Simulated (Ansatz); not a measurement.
**Single-point calculation, with input and output: ZrHBr3O**

The run: single-point calculation of ZrHBr3O, SMILES [OH][Zr]([Br])([Br])[Br]. Method and program: RKS PBE0-D4/def2-TZVPP (Ansatz 0.2.0).

The geometry comes from this level: PBE0-D4/def2-TZVP.

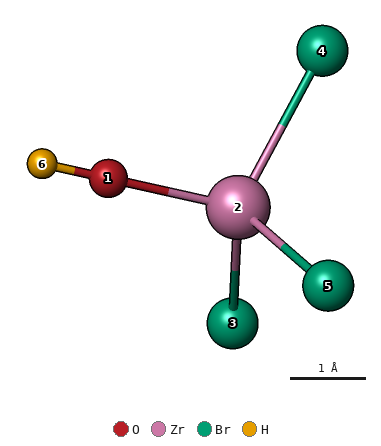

The structure as given in the input (ball-and-stick view, seen at an oblique angle; atoms are numbered from 1 in the order of the input). Sticks mark near contacts. Bond lengths as drawn: Br–Zr 2.49 Å, H–O 0.95 Å and O–Zr 1.87 Å.

Input
```yaml
crystal:
  periodic: [false, false, false]
  atoms:
    - {symbol: O, position_ang: [-0.020183, 0.199506, 1.482634]}
    - {symbol: Zr, position_ang: [0.004809, -0.050227, -0.374410]}
    - {symbol: Br, position_ang: [1.872706, -1.587513, -0.961542]}
    - {symbol: Br, position_ang: [-2.164316, -1.040235, -1.089843]}
    - {symbol: Br, position_ang: [0.338848, 2.152300, -1.485424]}
    - {symbol: H, position_ang: [-0.031856, 0.326169, 2.428575]}
basis:
  gaussian: {orbitals: def2-TZVPP}
hamiltonian: {xc: pbe0, dispersion: d4}
output: {orbitals: {seedname: orbitals}}
```

Run as:
```bash
ansatz run in.yaml --threads 4 --pin off --events-out ev --progress --plain --max-ram 11315MiB
```

Log
```
Functional definition: PBE0
  name "PBE0"
  cite "Adamo & Barone, J. Chem. Phys. 110, 6158 (1999) doi:10.1063/1.478522"
  cite "Perdew, Burke & Ernzerhof, Phys. Rev. Lett. 77, 3865 (1996) doi:10.1103/PhysRevLett.77.3865"
  parent pbe
  parameter a = 0.25
  parameter kappa = 0.804
  parameter beta = 0.06672455060314922
  exchange = (1 - a)*pbe_x(kappa = kappa, mu = beta*pi^2/3) + a*exact_x
  correlation = pbe_c(beta = beta)
1839 factors; their error is unknown
mean field evaluation 1: about -213458.3919 eV, gradient 6.0e1 eV
mean field evaluation 2: about -213415.0808 eV, gradient 1.6e2 eV
mean field evaluation 4: about -213463.7376 eV, gradient 1.3e1 eV
mean field evaluation 8: about -213464.2247 eV, gradient 1.5e-1 eV
mean field evaluation 16: about -213465.5560 eV, gradient 3.3e-4 eV
mean field -213465.55604074 eV, -7844.7144923465 hartree, gradient 6.8e-5 eV, S^2 0.000000; 0 other end points of the search recorded, 0 dependent functions left out
reference -213465.55608089 eV, -7844.7144938220 hartree; 63, 63 occupied and 182, 182 virtual orbitals, 1839 factors
Total energy: -213465.76631513 eV, -7844.7222197876 hartree
```

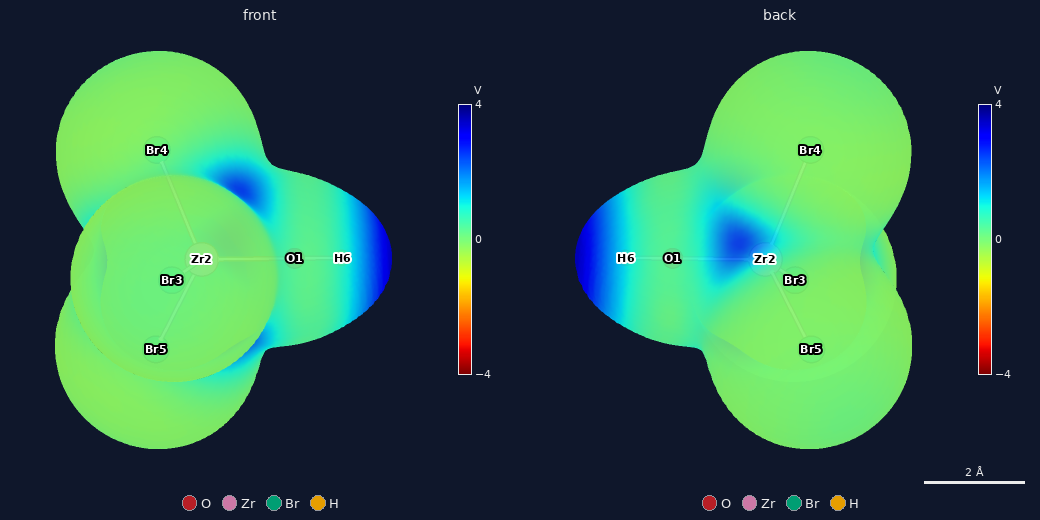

The molecular electrostatic potential painted on the density surface at 0.002 e/bohr³, seen face on and from behind; red is negative and blue positive.

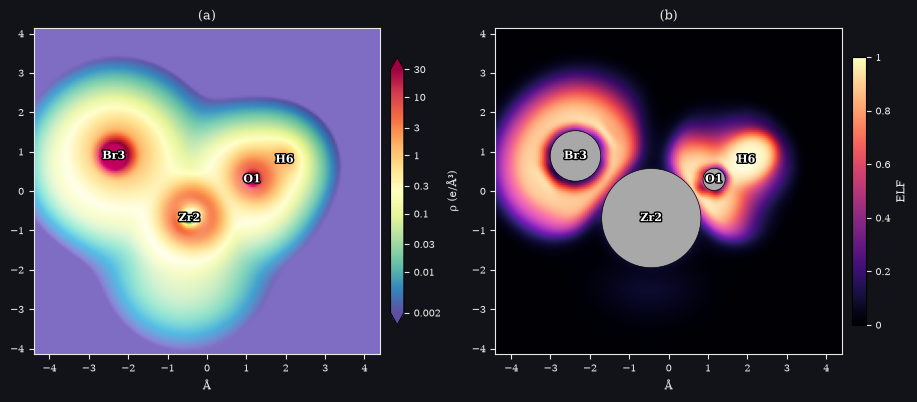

(a) total electron density; (b) electron localisation function on the plane of atoms O1, Zr2 and Br3. Grey discs, where drawn, cover atomic cores. Atoms in the plane: O, Zr, Br and H. Zr–O (1.87 Å): ρ at the midpoint is about 1 e/Å³; the ELF peaks at about 0.80 in the valence shell of O, 0.6 Å from its nucleus, and drops to about 0.25 between the two atoms.

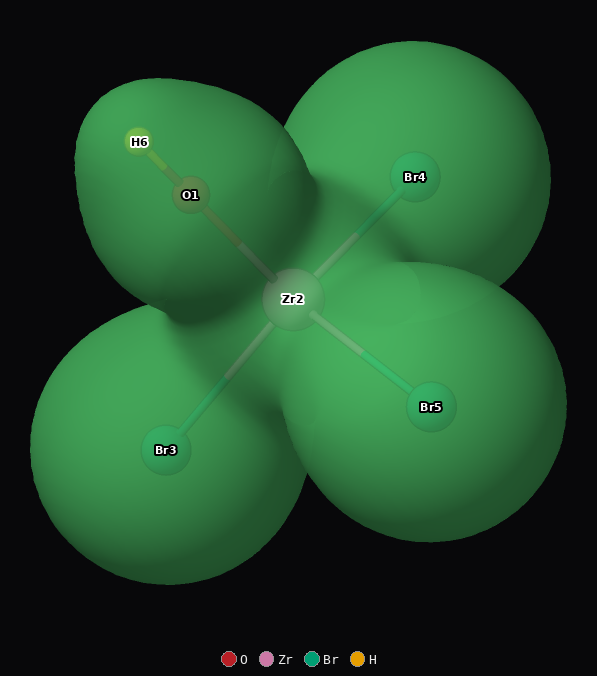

Isosurface of the electron density at 0.1 e/Å³ (green), seen at an oblique angle. At this value the surface is in one piece. On the grid the lowest density along these lines, outside the cores, is 0.99 e/Å³ (Zr–O, 1.87 Å), 0.53 e/Å³ (Zr–Br, 2.49 Å) and 2.5 e/Å³ (O–H, 0.95 Å).

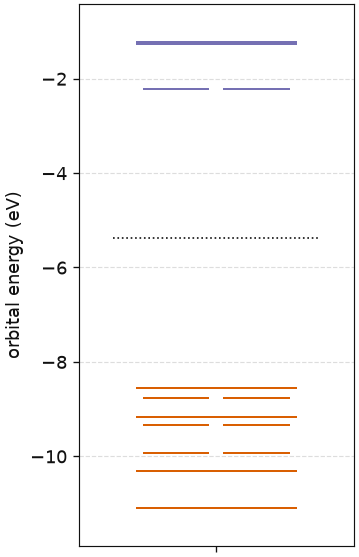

Orbital energies near the frontier; the dotted line parts filled from empty levels, and levels within 0.02 eV of each other stand side by side. Highest filled −8.56 eV, lowest empty −2.21 eV, 6.35 eV apart.

Results in brief

```tsv
quantity	value
outcome	converged
total energy	−213465.7663 eV
mean-field energy	−213465.5561 eV
dispersion energy	−0.2102 eV
SCF solution under orbital rotations	stable
HOMO	−8.56 eV
LUMO	−2.21 eV
hardware	4 threads of Arm Neoverse V2, 23 GiB of memory available, shared host
wall time	7.5 s (CPU time 28 s)
peak memory	1.2 GiB
```
